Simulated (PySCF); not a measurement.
SMILES [B](CC)CC, doublet at its GFN2-xTB optimised geometry (Å):

```
15

C      1.4446    -2.1040     0.0041
C      0.7271    -0.7482     0.0000
B     -0.8351    -0.7482     0.0000
C     -1.7689     0.5054     0.0000
C     -1.0748     1.8720    -0.1471
H      1.1662    -2.6809     0.8834
H      1.1757    -2.6806    -0.8783
H      2.5261    -1.9746     0.0098
H      1.0698    -0.1790     0.8733
H      1.0749    -0.1810    -0.8724
H     -2.3403     0.5144     0.9354
H     -2.5261     0.4246    -0.7872
H     -0.5407     1.9276    -1.0931
H     -0.3600     2.0271     0.6579
H     -1.8035     2.6809    -0.1186
```

Calculation: unrestricted CAM-B3LYP/def2-TZVP (PySCF).

Map of the log10 of the electron density (e/bohr³), floored at −4 on the plane z = 0.8 Å:

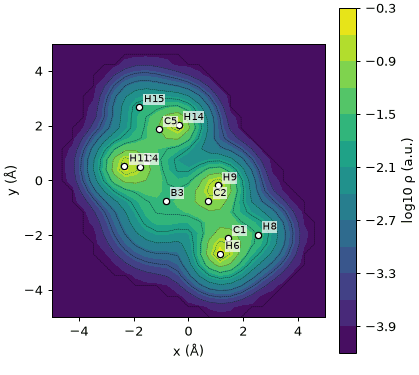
Figure. Log10 of the electron density (e/bohr³), floored at −4 on the plane z = 0.8 Å.
